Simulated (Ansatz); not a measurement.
# Be chain started as a strip of triangles: period, moment and channels by functional, part 3 of 4

Wanted: the relaxed geometry and the open channels of the Be chain started as a strip of triangles, by several methods.

Ansatz 0.2.0; DFT PBE, plane waves, PAW; relaxation of a chain's period (the session's first sound run).

So far, conductance of the lead as this run defines it (G₀): 3.00 in steps 3, 5 and 7.

### 8. Relaxing the period

This step: DFT PBEsol, plane waves, PAW; relaxation of a chain's period (Ansatz 0.2.0).

The relaxation is repeated under another functional. PBEsol weakens PBE's gradient terms and usually lands between LDA and PBE.

Contents of input.yaml:

```yaml
crystal:
  lattice:
    - [9.0, 0.0, 0.0]
    - [0.0, 7.5, 0.0]
    - [0.0, 0.0, 1.87872]
  atoms:
    - { symbol: Be, position: [0.410826667, 0.5, 0.0], spin: 0.5 }
    - { symbol: Be, position: [0.589173333, 0.5, 0.5], spin: 0.5 }
magnetization:
  spin_polarized: true
kpoints:
  mp_grid: { grid: [1, 1, 43] }
scf:
  occupations: { method: fermi_dirac, width: 0.05 }
hamiltonian:
  xc: pbesol
relax:
  cell: { fix: [a, b, alpha, beta, gamma] }
  max_steps: 60
```

Command:

```console
$ ansatz run input.yaml --threads 4 --pin off --max-ram 8192MiB --backend cpu --events-out ev --progress --plain --runs-dir out
```

Numbers of over 12 decimals in the logs are rounded to 6 here.

The log of the run:

```text
[...]
Crystal: 2 atoms, lattice volume = 126.814 Å³
Basis set: ecut = 420 eV, 2465 PW (Γ), exchange–correlation on 128×108×30 points (8 copies of the dense FFT grid, shifted against one another)
Bands: 7, of which v1, the nominal top of the filled ones, is band 2 counted from 1 (1 counted from 0)
Symmetry: 8 space group operations
[...]
0.000000       0.088424      -0.000000
        0.000000      -0.000000       0.020293
  P = ⅓ Tr σ = 0.0871 GPa (0.871 kbar)
--- Relaxed structure (6 steps of the walk, 6 accepted, 1 SCFs on fresh bases) ---
[...]
cell:  # Å, volume = 145.5574 Å³
    - [9.0, 0, 0]
    - [0, 7.5, 0]
    - [0, 0, 2.156407]
  atoms:
    - { symbol: Be, position: [0.402593, 0.500000, 0.0] }
    - { symbol: Be, position: [0.597407, 0.500000, 0.500000] }
[key lines of the parts left out:]
SCF converged after 5 iterations
Magnetization: -0.0000 μB (2.0000 up, 2.0000 down)
Free energy (F): -176.800912 eV
Fermi energy:    -3.113422 eV
```

Run time: 7.6 s. Hardware: 4 threads of Intel Xeon 6975P-C (Granite Rapids), shared host; peak memory 0.45 GiB.

Step by step:

```
step  energy less that of the first step (eV)  largest force component (eV/Å)  pressure (GPa)  volume (Å³)
   1                                   0.0000                          1.6781            4.50       126.81
   2                                  -0.3698                          0.9026            2.61       133.00
   3                                  -0.5646                          0.2846            1.11       139.18
   4                                  -0.6164                          0.0388            0.11       145.52
   5                                  -0.6166                          0.0134            0.07       145.53
   6                                  -0.6166                          0.0017            0.08       145.56
  7*                                  -0.6180                          0.0011            0.09       145.56
```

Relaxation steps marked * repeat the geometry before them on a plane-wave basis chosen anew for their cell, so energy and pressure can jump there.

Forces are held to the 8 operations that the run works with; a distortion that breaks them can't arise in this run.

```
cell as run  before  after   change
      c (Å)   1.879  2.156  +14.8 %
```

The atoms that moved most (Å, along periodic axes as changes of fractional coordinates times the final cell, across vacuum about the mean position):

```
atom      dx     dy     dz  length
 Be1  -0.074  0.000  0.000   0.074
 Be2   0.074  0.000  0.000   0.074
```

The relaxed structure:

```cif
data_structure
_symmetry_space_group_name_H-M 'P 1'
_symmetry_Int_Tables_number 1
_cell_length_a 9.0000
_cell_length_b 7.5000
_cell_length_c 2.1564
_cell_angle_alpha 90.000
_cell_angle_beta 90.000
_cell_angle_gamma 90.000
_cell_volume 145.56
loop_
_atom_site_label
_atom_site_type_symbol
_atom_site_fract_x
_atom_site_fract_y
_atom_site_fract_z
_atom_site_occupancy
Be1 Be 0.40259 0.50000 0.00000 1
Be2 Be 0.59741 0.50000 0.50000 1
```

The cell's length comes to 2.156 Å, -0.1 % against the first run, with no moment. That is +15 % against the start, more than a small adjustment.

### 9. The wire at its relaxed period, level PBEsol, k-mesh 1×1×38

This step: DFT PBEsol, plane waves, PAW; channels and complex bands of a perfect chain (Ansatz 0.2.0).

The channels are counted again under PBEsol, at the period that it gave.

Contents of input.yaml:

```yaml
crystal:
  lattice:
    - [9.0, 0.0, 0.0]
    - [0.0, 7.5, 0.0]
    - [0.0, 0.0, 2.1564065974]
  atoms:
    - { symbol: Be, position: [0.402592738, 0.5, 0.0] }
    - { symbol: Be, position: [0.597407262, 0.5, 0.5] }
kpoints:
  mp_grid: { grid: [1, 1, 38] }
  band_path: { path: ["Γ", Z], npoints: 60 }
scf:
  occupations: { method: fermi_dirac, width: 0.05 }
hamiltonian:
  xc: pbesol
output:
  transmission:
    e_range: [-2, 2]
    de: 0.035
    kmesh: [1, 1]
    reduced_basis: true
    leads: [[0, 0]]
  dos: { projected: true, e_range: [-6, 4] }
```

The log of the run:

```text
[...]
Crystal: 2 atoms, lattice volume = 145.557 Å³
Basis set: ecut = 420 eV, 2865 PW (Γ)
Bands: 6, of which v1, the nominal top of the filled ones, is band 2 counted from 1 (1 counted from 0)
Symmetry: 8 space group operations
[...]
k-points: 20 of 38
[...]
Fermi energy:    -3.109084 eV
[...]
--- Band table (eV; the first three rows and the last of 20) ---
[...]
--- Transmission ---
  basis      : 595 plane waves across, 3 finite elements along
  points     : 1, standing for a mesh of 1 x 1
[...]
crystal 0  : Be2, at the sites [0, 0], period 2.1564 Å: whole cells are its period
[...]
filled         : 0.6 meV over the level at which it is neutral
    channels       : 3.000000e0 a spin
[...]
[key lines of the parts left out:]
SCF converged after 6 iterations
Free energy (F): -176.801014 eV
```

Wall time 10 s (4 threads); peak memory 0.53 GiB.

At the computed energy nearest the Fermi level there are 3 channels a spin, and the thermal average gives 3.00 G₀.

### 10. Comparing the runs

Times are for 4 threads of Intel Xeon 6975P-C (Granite Rapids), shared host. Results by setting:

```
no.   level  conductance of the lead as this run defines it (G₀)   time  memory (GiB)
  1     PBE                                                3.000  9.4 s          0.53
  2     LDA                                                3.000  9.2 s          0.54
  3    RPBE                                                3.000  9.6 s          0.55
  4  PBEsol                                                3.000   10 s          0.53
```

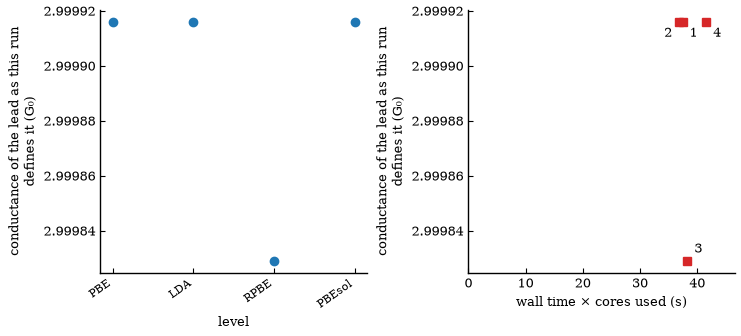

The series as plots; the last panel sets the first result against cost, with the runs numbered as in the table.

The runs together. Table of open channels of the lead by energy, zero at the Fermi level:

```
energy (eV)  PBE  LDA  RPBE  PBEsol
    -2.0000    1    1     1       1
    -1.7550    1    1     1       1
    -1.5100    2    2     2       2
    -1.2650    2    2     2       2
    -0.9850    2    2     2       2
    -0.7400    2    2     2       2
    -0.4950    2    3     2       3
    -0.2500    3    3     3       3
    -0.0050    3    3     3       3
     0.2400    3    3     3       3
     0.4850    2    2     2       2
     0.7650    2    2     2       2
     1.0100    2    2     2       2
     1.2550    2    2     2       2
     1.5000    2    2     2       2
     1.7450    2    2     2       2
```

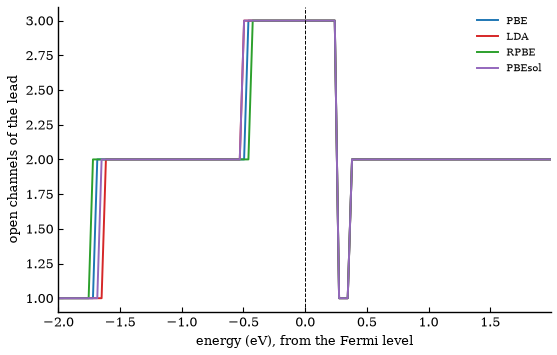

Open channels of the lead against energy.

### 11. Relaxation of atoms and period, cutoff 1080 eV

This step: DFT PBE, plane waves, PAW (JTH); relaxation of a chain's period (Ansatz 0.2.0).

The same functional on other atomic datasets tests how far the result hangs on the treatment of the cores. Against the first PBE run of this kind, the cutoff is 1080 eV against 420.

Contents of input.yaml:

```yaml
crystal:
  lattice:
    - [9.0, 0.0, 0.0]
    - [0.0, 7.5, 0.0]
    - [0.0, 0.0, 1.87872]
  atoms:
    - { symbol: Be, position: [0.410826667, 0.5, 0.0], spin: 0.5 }
    - { symbol: Be, position: [0.589173333, 0.5, 0.5], spin: 0.5 }
magnetization:
  spin_polarized: true
kpoints:
  mp_grid: { grid: [1, 1, 43] }
scf:
  occupations: { method: fermi_dirac, width: 0.05 }
hamiltonian:
  xc: pbe
  pseudopotentials: { kind: paw, source: jth }
relax:
  cell: { fix: [a, b, alpha, beta, gamma] }
  max_steps: 60
```

The log of the run:

```text
[...]
0.000000       0.087653       0.000000
        0.000000       0.000000       0.026083
  P = ⅓ Tr σ = 0.0901 GPa (0.901 kbar)
--- Relaxed structure (6 steps of the walk, 6 accepted, 1 SCFs on fresh bases) ---
[...]
cell:  # Å, volume = 145.6150 Å³
    - [9.0, 0, 0]
    - [0, 7.5, 0]
    - [0, 0, 2.157260]
  atoms:
    - { symbol: Be, position: [0.402438, 0.5, 0] }
    - { symbol: Be, position: [0.597562, 0.5, 0.5] }
[key lines of the parts left out:]
SCF converged after 6 iterations
Magnetization: -0.0000 μB (4.0000 up, 4.0000 down)
Free energy (F): -800.202739 eV
Fermi energy:    -2.968564 eV
```

Wall time 32 s (4 threads); peak memory 1 GiB; 1.8 min of CPU time.

The cell's length comes to 2.157 Å, -0.0 % against the first run, with no moment. That is +15 % against the start, more than a small adjustment.

### 12. Relaxation of atoms and period

This step: DFT PBE, plane waves, PAW; relaxation of a chain's period (Ansatz 0.2.0).

No moment formed, so a run without spin should agree; this checks it and saves time.

input.yaml, the sections that differ from step 11:

```yaml
crystal:
  lattice:
    - [9.0, 0.0, 0.0]
    - [0.0, 7.5, 0.0]
    - [0.0, 0.0, 1.87872]
  atoms:
    - { symbol: Be, position: [0.410826667, 0.5, 0.0] }
    - { symbol: Be, position: [0.589173333, 0.5, 0.5] }
hamiltonian:
  xc: pbe
# kpoints, scf, relax: as in step 11
# magnetization: removed
```

The log of the run:

```text
[...]
Crystal: 2 atoms, lattice volume = 126.814 Å³
Basis set: ecut = 420 eV, 2465 PW (Γ), exchange–correlation on 128×108×30 points (8 copies of the dense FFT grid, shifted against one another)
Bands: 6, of which v1, the nominal top of the filled ones, is band 2 counted from 1 (1 counted from 0)
Symmetry: 8 space group operations
[...]
k-points: 22 of 43
[...]
0.155697      -0.000000       0.000000
       -0.000000       0.087574       0.000000
        0.000000       0.000000       0.017639
  P = ⅓ Tr σ = 0.0870 GPa (0.870 kbar)
--- Relaxed structure (6 steps of the walk, 6 accepted, 1 SCFs on fresh bases) ---
[...]
cell:  # Å, volume = 145.6464 Å³
    - [9.0, 0, 0]
    - [0, 7.5, 0]
    - [0, 0, 2.157725]
  atoms:
    - { symbol: Be, position: [0.402366, 0.5, 0] }
    - { symbol: Be, position: [0.597634, 0.5, 0.5] }
[key lines of the parts left out:]
SCF converged after 5 iterations
Free energy (F): -181.904787 eV
Fermi energy:    -3.094769 eV
```

Elapsed: 2.7 s, on 4 threads; peak memory 0.44 GiB.

The cell's length comes to 2.158 Å, -0.0 % against the first run, with spin left out. That is +15 % against the start, more than a small adjustment.

### 13. The series together

Times are for 4 threads of Intel Xeon 6975P-C (Granite Rapids), shared host. Results by setting:

```
no.           level  cell length along the wire (Å)   time  memory (GiB)
  1             PBE                           2.158  8.7 s          0.45
  2             LDA                           2.135  5.4 s           0.4
  3            RPBE                           2.174  7.9 s          0.45
  4          PBEsol                           2.156  7.6 s          0.45
  5  PBE, JTH files                           2.157   32 s           1.0
  6    PBE, no spin                           2.158  2.7 s          0.44
```

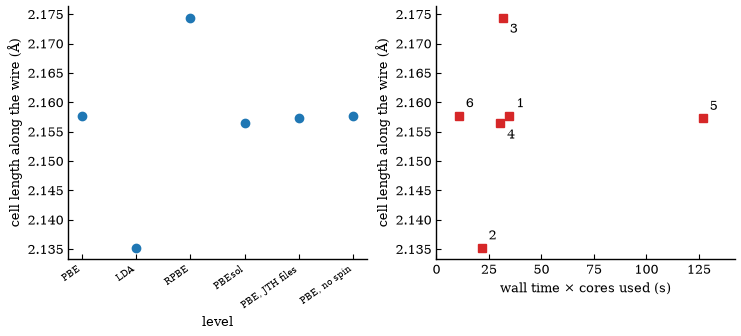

The series as plots; the last panel sets the first result against cost, with the runs numbered as in the table.

### 14. Two-component spinors

This step: DFT PBE, plane waves, fully relativistic PAW; channels of a perfect chain with spin-orbit coupling (Ansatz 0.2.0).

Spin-orbit coupling mixes the spins and splits bands that cross or touch without it, so it can open or close channels. Fully relativistic datasets take the place of the scalar ones. The window is narrow, since spinor matrices are twice as large.

Contents of input.yaml:

```yaml
crystal:
  lattice:
    - [9.0, 0.0, 0.0]
    - [0.0, 7.5, 0.0]
    - [0.0, 0.0, 2.1577247137]
  atoms:
    - { symbol: Be, position: [0.402366666, 0.5, 0.0] }
    - { symbol: Be, position: [0.597633334, 0.5, 0.5] }
kpoints:
  mp_grid: { grid: [1, 1, 38] }
  band_path: { path: ["Γ", Z], npoints: 60 }
scf:
  occupations: { method: fermi_dirac, width: 0.05 }
hamiltonian:
  xc: pbe
  pseudopotentials: { kind: paw_fr }
output:
  transmission:
    e_range: [-0.42, 0.42]
    de: 0.035
    kmesh: [1, 1]
    reduced_basis: false
    leads: [[0, 0]]
magnetization:
  noncollinear: true
  spin_orbit: true
```

The log of the run:

```text
[...]
non-collinear run that drives no moment, with spin-orbit: no starting moment large enough to seed its density (crystal.atoms[].spin), no starting occupations that ask for one, no magnetisation constraint and no magnetic field, so the semilocal B_xc is pinned to zero
Crystal: 2 atoms, lattice volume = 145.646 Å³
Basis set: ecut = 420 eV, 2865 PW (Γ)
Bands: 12, of which v1, the nominal top of the filled ones, is band 4 counted from 1 (3 counted from 0)
Symmetry: 8 space group operations + 8 with time reversal
[...]
k-points: 20 of 38
Projection manifold: j_resolved (fully-relativistic pseudo-atomic orbitals)
[...]
SCF iter   1: F=—  HF=-182.834072 eV  |F-HF|=—  |Δ(HF+E_count)|=         —  Δρ=2.73e-2  dr2=2.75e0  dr2_m=0.00e0 (ungated)  ethr=3.10e-3  |M|=0.00e0 ∫|m|=0.00e0 μB  |m|>n=0.0e0 m-floor=0.0e0 τ_xc=0.0e0  β_m=1.00  ⟨swp⟩=8.7  Hψ=1055  notcnv=0
[...]
spin=Noncollinear: LDOS preconditioning applied to the charge; magnetization (m_x, m_y, m_z) channels mix plain (no charge-response kernel on spin).
SCF iter   2: F=—  HF=-181.869868 eV  |F-HF|=—  |Δ(HF+E_count)|=   9.64e-1  Δρ=1.41e-2  dr2=3.83e-1  dr2_m=0.00e0 (ungated)  ethr=3.10e-3  |M|=0.00e0 ∫|m|=0.00e0 μB  |m|>n=0.0e0 m-floor=0.0e0 τ_xc=0.0e0  β_m=0.92  ⟨swp⟩=3.0  Hψ=349  notcnv=0  defer=42
[...]
SCF iter   8: F=-181.905041 eV  HF=-181.905041 eV  |F-HF|=1.16e-10  |Δ(HF+E_count)|=   3.16e-9  Δρ=2.39e-7  dr2=2.15e-10  dr2_m=0.00e0 (ungated)  ethr=3.54e-10  |M|=0.00e0 ∫|m|=0.00e0 μB  |m|>n=0.0e0 m-floor=0.0e0 τ_xc=0.0e0  ⟨swp⟩=1.0  Hψ=312  notcnv=0
SCF 1 converged in 8 iterations: F = -181.905041 eV  dr2 = 2.15e-10
[...]
transmission: 3 of 3 steps passed
SCF converged after 8 iterations
Magnetization: |M| = 0.0000 μB,  M = (+0.0000, +0.0000, +0.0000) μB
Absolute magnetization: 0.0000 μB (∫|m|)
  site 0: m = (+0.0000, +0.0000, +0.0000) μB, |m| = 0.0000 μB  (R = 0.85 Å)
  site 1: m = (+0.0000, +0.0000, +0.0000) μB, |m| = 0.0000 μB  (R = 0.85 Å)
Free energy (F): -181.905041 eV
[...]
Internal energy: -181.891905 eV  (E = F + TS)
E sigma→0 (E₀):  -181.898473 eV
Entropy (-TS):   -0.013136 eV (-6.568 meV/atom)
Fermi energy:    -3.089641 eV
[...]
--- Band table (eV; the first three rows and the last of 20) ---
  k-point 0: bands = [-8.7951, -8.7951, -4.7883, -4.7883, -3.5562, -3.5562, -2.7153, -2.7153, ... 4 higher]
  k-point 1: bands = [-8.7798, -8.7798, -4.7728, -4.7728, -3.5344, -3.5344, -2.6936, -2.6936, ... 4 higher]
  k-point 2: bands = [-8.7340, -8.7340, -4.7265, -4.7265, -3.4693, -3.4693, -2.6285, -2.6285, ... 4 higher]
  k-point 19: bands = [-3.9410, -3.9410, -3.9410, -3.9410, 2.9694, 2.9694, 2.9694, 2.9694, ... 4 higher]
--- Transmission ---
  basis      : 595 plane waves across, 3 finite elements along
  points     : 1, standing for a mesh of 1 x 1
[...]
crystal 0  : Be2, at the sites [0, 0], period 2.1577 Å: whole cells are its period
[...]
filled         : 1.1 meV over the level at which it is neutral
    channels       : 6.000000e0 of both spins
[...]
```

Wall time 5.3 min (4 threads); peak memory 3.6 GiB.

This step gave:

```
energy at zero smearing                                    : -181.8985 eV
channels at the energy nearest the Fermi level, both spins : 6
```

(Continued in part 4 of 4.)

[Logs are printed without paths, hosts, clocks, repeated set-up lines and the standing remarks that a program may print on its own settings, such as how far it seeks lower states.]

[Hosts, paths, dates, database ids (printed as entryN), source tags and the programs' standing remarks are cut or masked in the printed files.]
